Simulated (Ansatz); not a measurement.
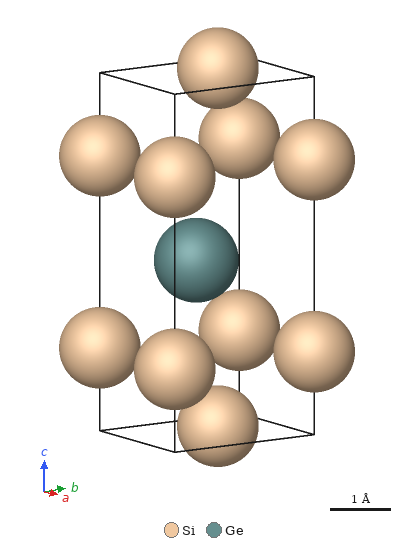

A spheres-only rendering, viewed slightly off an axis. The frame is the simulation cell; atoms at its boundary are shown with their periodic copies.

```
CELL_PARAMETERS angstrom
3.64117 0.00000 0.00000
-1.82058 3.15334 0.00000
0.00000 0.00000 6.02606
ATOMIC_POSITIONS crystal
Si 0.00000 0.00000 0.76818
Si 0.33333 0.66667 0.00000
Si 0.00000 0.00000 0.23182
Ge 0.66667 0.33333 0.50000
```

Theory: Ansatz 0.2.0, DFT PBE, scalar-relativistic, plane waves, PAW. Numerical settings: a basis cut at 420 eV, a 12×12×8 mesh of k-points, Gaussian smearing of 0.1 eV, no spin polarisation.

> What does a Bader analysis give?

Si -0.10 to +0.08 e; Ge -0.06 e. Little charge moves, as in a metallic or covalent solid.

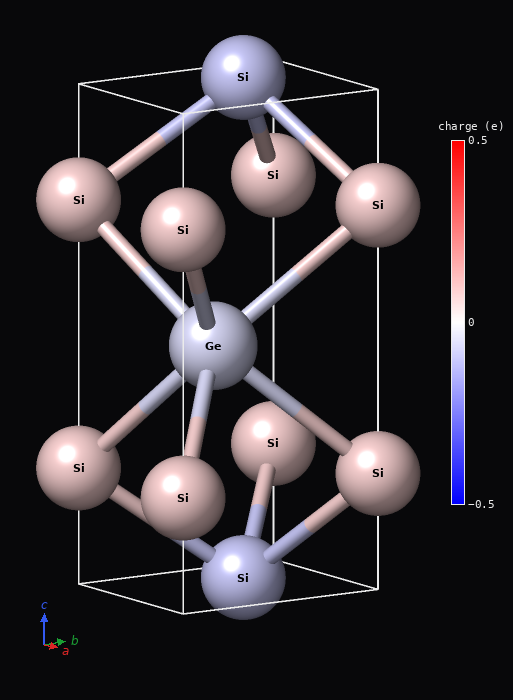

The atoms coloured by those charges.

The model was built from a structure type filled with these elements by a generator (whether the compound takes this form wasn't checked). Earlier steps of the study may have refined or changed the cell and positions. It was the input of a calculation with Ansatz.
